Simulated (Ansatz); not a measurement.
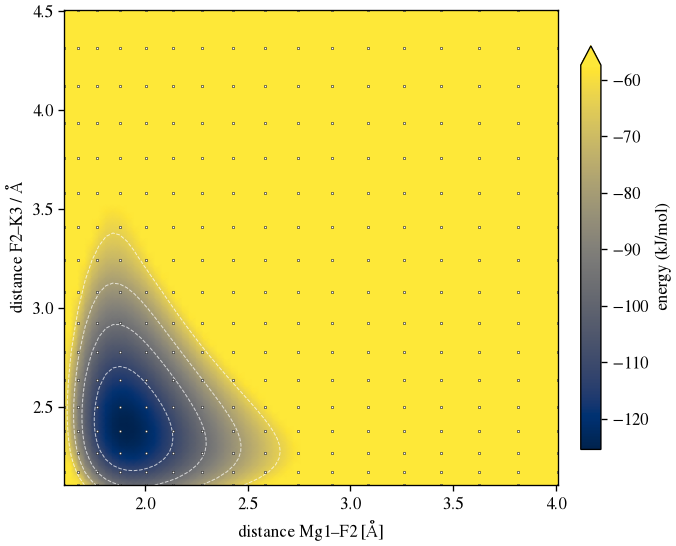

The system Mg + FK. First axis: distance Mg1–F2. Second axis: distance F2–K3. Nothing is relaxed (the angle Mg1–F2–K3 is fixed at 100 degrees). The grid has 17 × 17 points. Points are written as (first, second). Energies: kJ/mol, counted from Mg far from the relaxed FK (each part in its own basis). Method: Ansatz, RKS PBE0-D4/def2-SVPD.

Drawn: a smooth colour map with a few white contour lines, dots at the grid points, one colour for all values above the top of the scale. Between grid points the surface is interpolated.

> Where is the minimum, and how stiff is the well along each coordinate?

The interpolated minimum is at distance Mg1–F2 ≈ 1.908 Å, distance F2–K3 ≈ 2.391 Å. The curvatures there are about 8.6 eV/Å² and 4.5 eV/Å², with a cross term of about 1.1 eV/Å². Round the minimum the valley is somewhat tilted: raising distance Mg1–F2 shifts the best value of distance F2–K3 downwards (coupling k₁₂/√(k₁₁k₂₂) about 0.2). (1 eV is 96.5 kJ/mol.)
